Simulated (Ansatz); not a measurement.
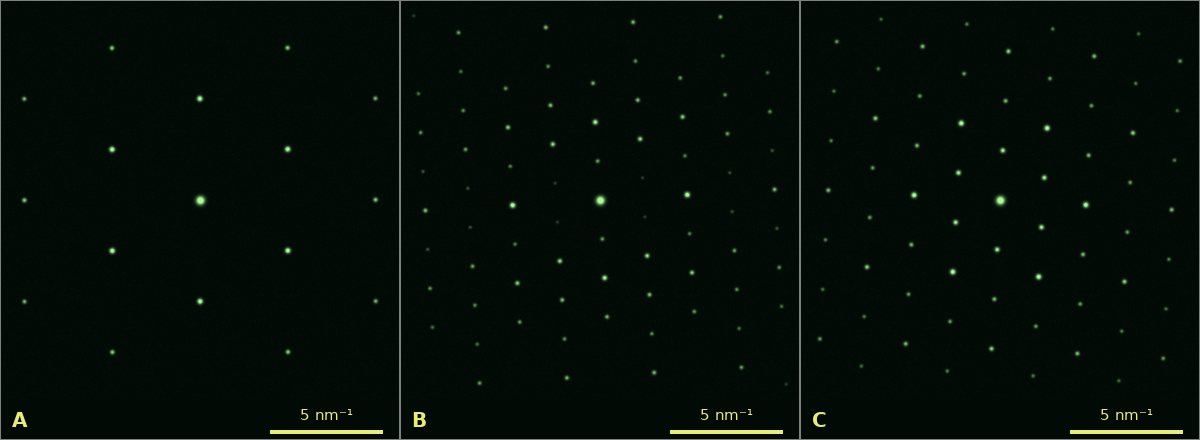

Kinematic electron diffraction patterns (300 kV, B = 0.5 Å², same scale, each along a low-index zone) of three structures of composition MgBr, each relaxed at zero pressure with DFT PBE, scalar-relativistic, plane waves, PAW (Ansatz 0.2.0).

The structures (standard cells):
1. Cmcm (No. 63), a = 5.082 Å, b = 11.393 Å, c = 3.686 Å, 8 atoms; generated start, possibly hypothetical
2. R-3m (No. 166), a = 4.384 Å, c = 10.397 Å (hexagonal axes), 6 atoms; generated start, possibly hypothetical
3. P6_3/mmc (No. 194), a = 5.170 Å, c = 6.055 Å (hexagonal axes), 4 atoms; generated start, possibly hypothetical

Q: Which pattern belongs to which structure, and along which zone?

A: A is structure 2 along [001]: hexagonal net of 2 -1 0 at d = 2.19 Å and 1 1 0 at d = 2.19 Å, 60.0° apart. B is structure 1 along [001]: centred rectangular net of 0 2 0 at d = 5.70 Å and 1 1 0 (weak) at d = 4.64 Å, 66.0° apart (some points of this net are extinct or too weak to see). C is structure 3 along [001]: hexagonal net of 1 -1 0 at d = 4.48 Å and 1 0 0 at d = 4.48 Å, 60.0° apart.

Q: Rank the structures by their computed energy.

A: Structure 1 (Cmcm, 26.68 Å³ an atom) is the lowest of these; structure 2 (R-3m, 28.84 Å³ an atom) lies about 280 meV an atom higher; structure 3 (P6_3/mmc, 35.04 Å³ an atom) lies about 330 meV an atom higher. These are static energies at 0 K; other structures, not shown, may lie lower still.
